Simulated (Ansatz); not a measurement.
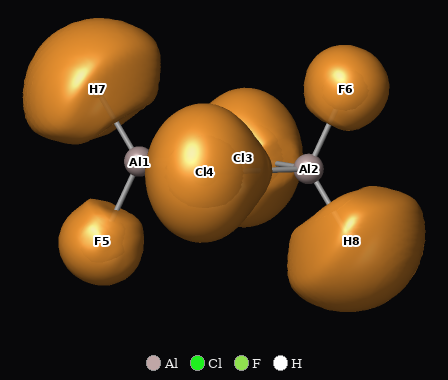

Figure. Al₂Cl₂F₂H₂. Isosurface of the ELF at 0.75 (orange), seen at a tilt. Core shells and regions of very low density are left out.

Geometry: PBE0-D4/def2-SVP.

Theory: isolated molecule in a Gaussian basis; Kohn-Sham density functional theory, functional PBE0 in Ansatz.

Input

```
crystal:
  periodic: [false, false, false]
  atoms:
    - {symbol: Al, position_ang: [-0.994328, 1.450362, -0.271776]}
    - {symbol: Al, position_ang: [-1.642145, -0.994478, -2.279018]}
    - {symbol: Cl, position_ang: [-2.909737, 0.565723, -1.173205]}
    - {symbol: Cl, position_ang: [0.273092, -0.111182, -1.375929]}
    - {symbol: F, position_ang: [-0.984490, 1.015406, 1.331461]}
    - {symbol: F, position_ang: [-1.651044, -0.557438, -3.881699]}
    - {symbol: H, position_ang: [-0.717183, 2.903608, -0.774286]}
    - {symbol: H, position_ang: [-1.919389, -2.448410, -1.778544]}
basis:
  gaussian:
    orbitals: def2-SVPD
hamiltonian:
  xc: {name: PBE0}
output: {forces: true, orbitals: {seedname: orbitals}}
```

Launched as:

```sh
ansatz run input.yaml --threads 2 --pin off --max-ram 5220MiB --events-out events.jsonl --progress --plain --runs-dir runs
```

Q: Where are the electrons localised?

A: The surface consists of two regions around hydrogen nuclei, two regions on Cl in which the atom's valence shell and bonds are merged and two regions wrapped around F (the valence shell of each).

Values along the shortest contacts:
Al–F (1.66 Å): the ELF peaks at about 0.85 in the valence shell of F, 0.5 Å from its nucleus, and is about 0.30 at the midpoint. Al–Cl (2.29 Å): the ELF peaks at about 0.90 in the valence shell of Cl, 0.9 Å from its nucleus, and is about 0.85 at the midpoint.
